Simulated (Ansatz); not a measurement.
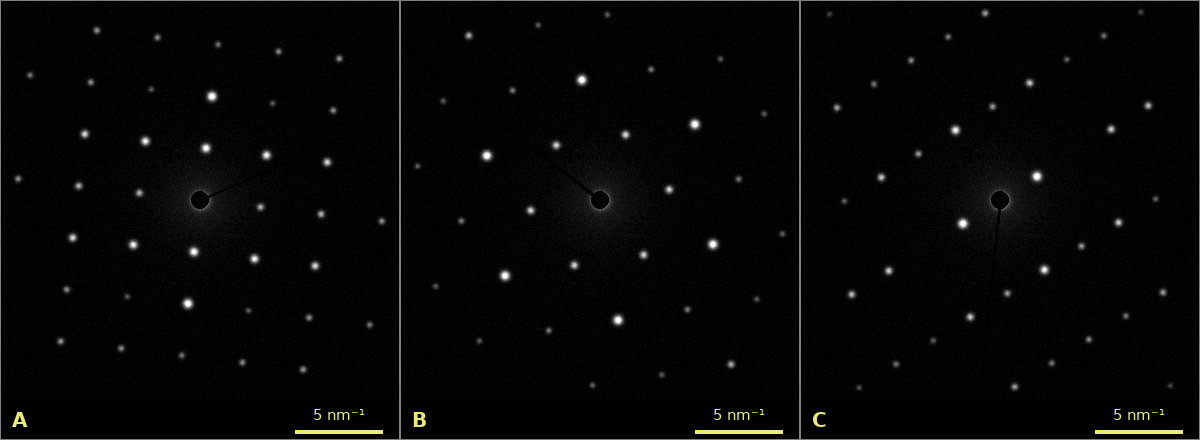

Kinematic electron diffraction patterns (200 kV, B = 0.5 Å², same scale, each along a low-index zone) of three structures of composition Al2C3, each relaxed at zero pressure with DFT PBE, scalar-relativistic, plane waves, PAW (Ansatz).

The structures (standard cells):
1. P4/mbm (No. 127), a = 5.700 Å, c = 3.334 Å, 10 atoms; generated start, possibly hypothetical
2. P-3m1 (No. 164), a = 2.865 Å, c = 6.097 Å (hexagonal axes), 5 atoms; generated start, possibly hypothetical
3. P321 (No. 150), a = 4.204 Å, c = 3.958 Å (hexagonal axes), 5 atoms; generated start, possibly hypothetical

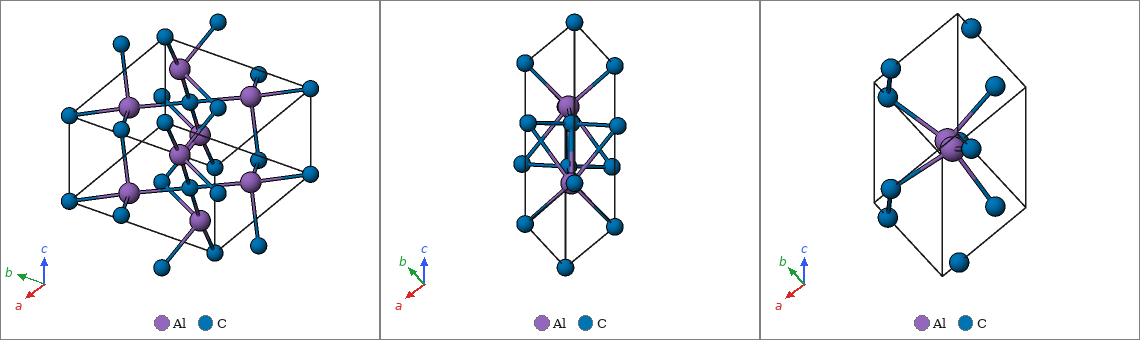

Drawings of the structures 1 to 3, from left to right (each may span several cells).

> Which pattern belongs to which structure, and along which zone?

A is structure 1 along [100] or an equivalent direction: rectangular net of 0 0 1 at d = 3.33 Å and 0 2 0 at d = 2.85 Å, 90.0° apart (some points of this net are extinct or too weak to see). B is structure 2 along [001]: hexagonal net of 1 -1 0 at d = 2.48 Å and 1 0 0 at d = 2.48 Å, 60.0° apart. C is structure 3 along [210] or an equivalent direction: rectangular net of 0 0 1 at d = 3.96 Å and 1 -2 0 at d = 2.10 Å, 90.0° apart (some points of this net are extinct or too weak to see).

> Rank the structures by their computed energy.

Structure 2 (P-3m1, 8.67 Å³ an atom) is the lowest of these; structure 1 (P4/mbm, 10.83 Å³ an atom) lies about 150 meV an atom higher; structure 3 (P321, 12.12 Å³ an atom) lies about 230 meV an atom higher. These are static energies at 0 K; other structures, not shown, may lie lower still.
